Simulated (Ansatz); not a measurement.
**BrCl2H2NTi: density, localisation and related maps**

Input

```
crystal:
  periodic: [false, false, false]
  atoms:
    - { symbol: Ti, position_ang: [0.299734, 0.276818, 0.598675] }
    - { symbol: Br, position_ang: [2.299092, -1.432874, -0.12077] }
    - { symbol: "N", position_ang: [-0.71853, -0.192647, -0.837559] }
    - { symbol: H, position_ang: [-0.185753, -0.909589, -1.349041] }
    - { symbol: Cl, position_ang: [0.69653, 2.423799, 0.533332] }
    - { symbol: Cl, position_ang: [-0.774058, -0.222641, 2.436523] }
    - { symbol: H, position_ang: [-1.617015, 0.057135, -1.261161] }
basis:
  gaussian: { orbitals: def2-SVP }
hamiltonian:
  xc: pbe
  dispersion: d4
relax:
  f_tol: 0.03
  max_steps: 50
output:
  orbitals: {}
```

Run with:

```sh
ansatz run input.yaml --threads 4 --pin off --max-ram 5120MiB --backend cpu --events-out ev --progress --plain --runs-dir out
```

The fields are those of the run's last geometry, not of the input's.

Method: Ansatz 0.2.0, RKS PBE-D4/def2-SVP.

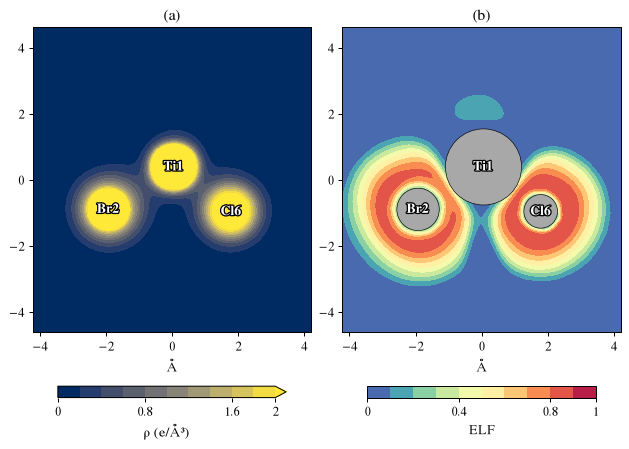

Figure 1. (a) total electron density; (b) electron localisation function on the plane of atoms Br2, Ti1 and Cl6. Grey discs cover the atomic cores in the ELF map.

Question: Read the bonding off the picture.

Answer: The section cuts through Ti, Br and Cl sites.
Ti–Cl (2.19 Å): ρ at the midpoint is about 0.65 e/Å³; the ELF peaks at about 0.85 in the valence shell of Cl, 0.8 Å from its nucleus, and is about 0.40 at the midpoint.
Ti–Br (2.36 Å): the density is about 0.56 e/Å³ at the midpoint; the ELF peaks at about 0.75 in the valence shell of Br, 1.0 Å from its nucleus, and is about 0.50 at the midpoint.

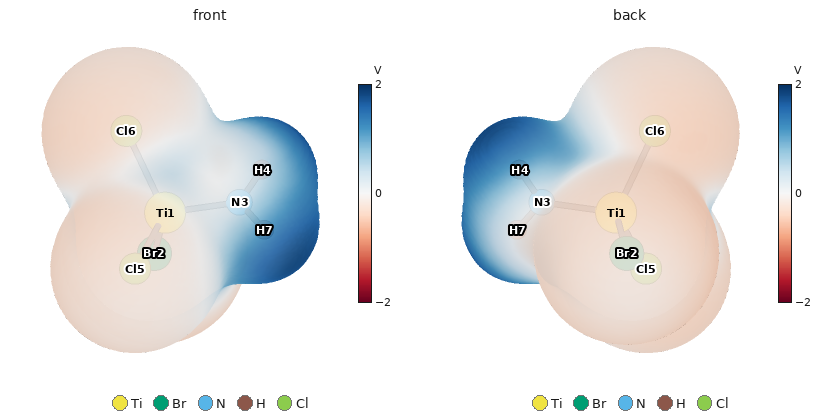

Figure 2. The electrostatic potential painted on the density surface at 0.001 e/bohr³, seen from the front and from behind; red is negative and blue positive.

Question: Which sites attract a positive test charge, and which a negative one?

Answer: A positive charge is drawn to the negative regions and a negative charge to the positive ones. The most negative region (about −0.5 V, or −12 kcal/mol for a unit charge) lies over Br2, the most positive (about +1.8 V, or +42 kcal/mol for a unit charge) over H4 and H7.

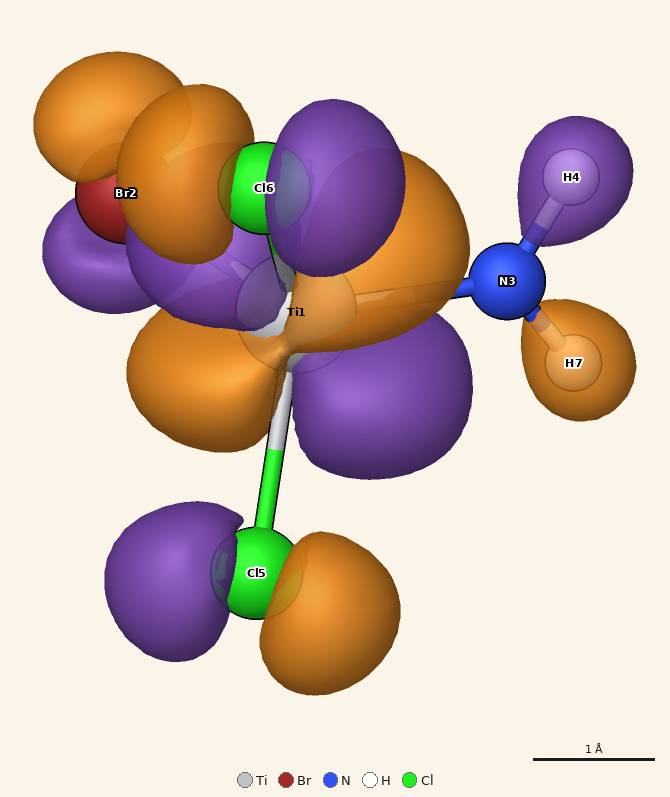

Figure 3. The LUMO at ±0.08 Å⁻³ᐟ² (orange and purple are the two phases), seen at a tilt.

Question: What is the character of this orbital?

Answer: Its weight (Hirshfeld) is mainly on Ti1 (about 75 %), Cl5 (about 10 %) and Cl6 (about 5 %). Its energy is −3.98 eV.
